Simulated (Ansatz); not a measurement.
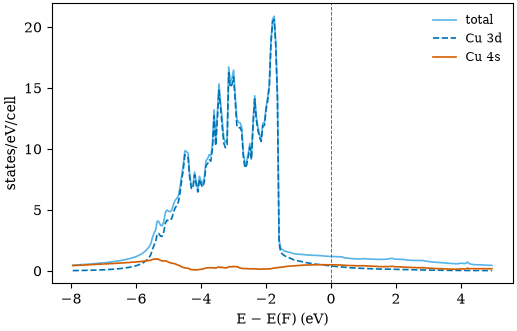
Fig. 1. Total and projected density of states of Cu (dhcp (α-La type), P6_3/mmc), DFT-r²SCAN+D4 in the program Ansatz with PAW potentials

**Question.** Which orbitals carry the states next to the Fermi level?

**Answer.** Within 0.5 eV of the Fermi level: Cu 4s 41 %, Cu 3d 34 %, outside the projected shells 24 %. Projections are on Löwdin-orthogonalised atomic valence shells; empty p or d shells of many metals are not among them.

**Question.** Where is the tallest occupied peak in this window, and what makes it?

**Answer.** Near -1.8 eV, about 21 states/eV per cell; the largest projected share is Cu 3d.

The first step of the workflow began from a Materials Project structure, measured or hypothetical; the Crystallography Open Database copy checked does not list it. It is not the phase usual at ambient conditions (space group No. 225). The r²SCAN+D4 relaxation kept the symmetry of its start; its stability against distortions is not shown here. The run is not spin-polarised. The pairwise dispersion correction was not fitted to metals.

Potentials: the later of the program's two PAW sets.
